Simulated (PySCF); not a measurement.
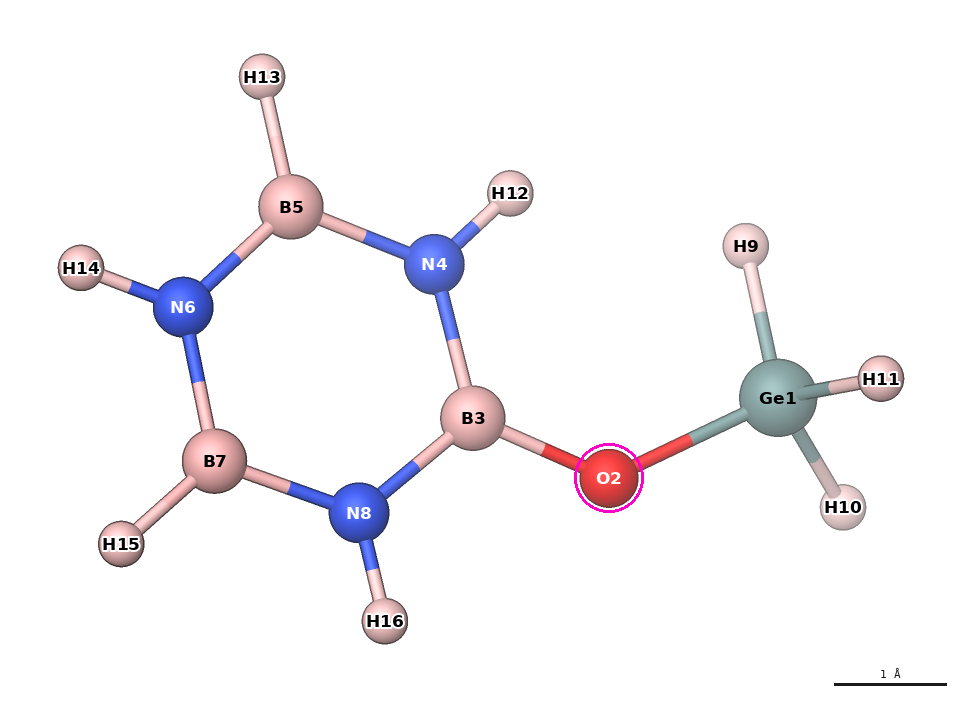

Orthographic view. Atoms fade into the background with distance from the viewer. The geometry was computed by an optimisation with PBE0-D3(BJ)/def2-SVP. No frequency run is at hand to confirm it as a minimum.

Which atoms are bonded to the circled atom?

Answer. The circled atom is O2; it is bonded to Ge1, B3.

Of Ge1 and H11, which is nearer the viewer?

Answer. H11; the bond to Ge1 points away from the viewer, so it looks shorter than its 1.54 Å.

Which two atoms are farthest apart in space?

Answer. H10 and H14, 7.70 Å.

What is the shortest path along bonds from the circled atom to B5?

Answer. O2–B3–N4–B5, 3 bonds; through space the two are 3.78 Å apart.
